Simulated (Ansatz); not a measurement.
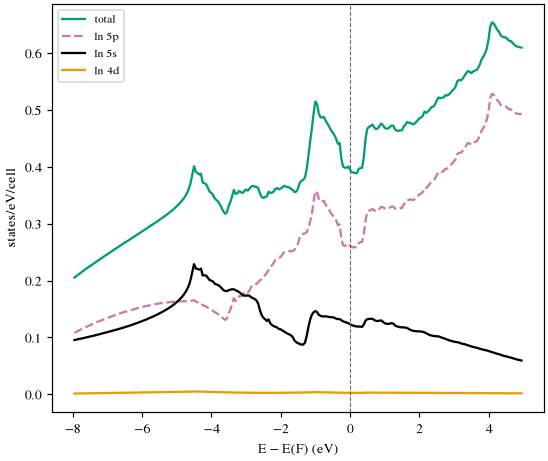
Figure: Total and projected density of states of In (body-centred tetragonal, space group No. 139), r²SCAN+D4 (plane waves, PAW; program Ansatz)

Problem. Which orbitals carry the states next to the Fermi level?

Solution. Within 0.5 eV of the Fermi level: In 5p 67 %, In 5s 30 %. Projections are on Löwdin-orthogonalised atomic valence shells; empty p or d shells of many metals are not among them.

Problem. Where is the tallest occupied peak in this window, and what makes it?

Solution. Near -1.0 eV, about 0.51 states/eV per cell; the largest projected share is In 5p.

Space group I4/mmm (body-centred tetragonal). The r²SCAN+D4 relaxation kept the symmetry of its start. The pairwise dispersion correction was not fitted to metals. Spin–orbit coupling is left out wherever it is not named.

Potentials: the earlier of the program's two PAW sets.
